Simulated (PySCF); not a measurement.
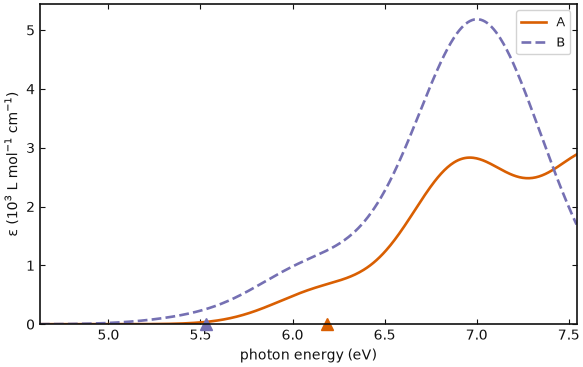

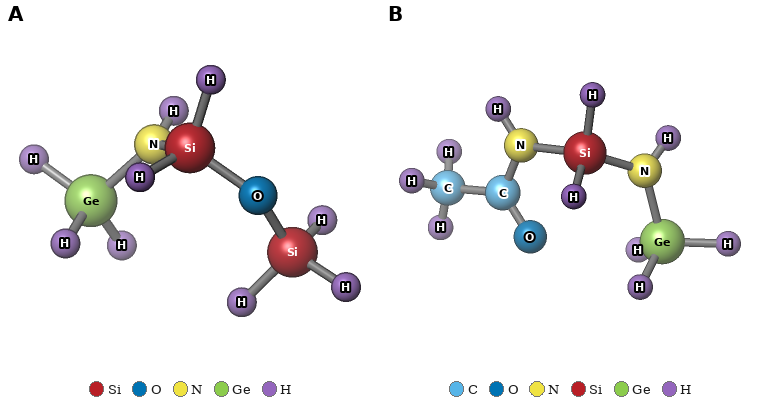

Related molecules: A is GeSi₂NH₉O, SMILES [SiH3]O[SiH2][NH][GeH3], singlet; B is C₂H₁₀GeN₂OSi, SMILES CC(=O)N[SiH2][NH][GeH3], singlet. Vertical TDDFT absorption, PBE0/def2-SVPD, PySCF, at a PBE0-D3(BJ)/def2-SVP geometry (no frequency check); Gaussians of 1/e half-width 0.40 eV, triangles mark S1, and the range ends where the computed states of one molecule run out.

**How does the lowest singlet move?**

A: 6.19 eV (f = 0.014, mainly HOMO → LUMO (94 %)); B: 5.53 eV (f = 0.003, mixed, the largest part being HOMO → LUMO (45 %)). From A to B it shifts 0.66 eV to the red.

**And the brightest state of each within the range drawn?**

A: S3 at 6.95 eV, f = 0.04; B: S7 at 7.03 eV, f = 0.07.

Caveats, for all or some of the runs: core orbitals are frozen in the response; one conformer of a flexible molecule; states above the negative HOMO energy depend on the basis.
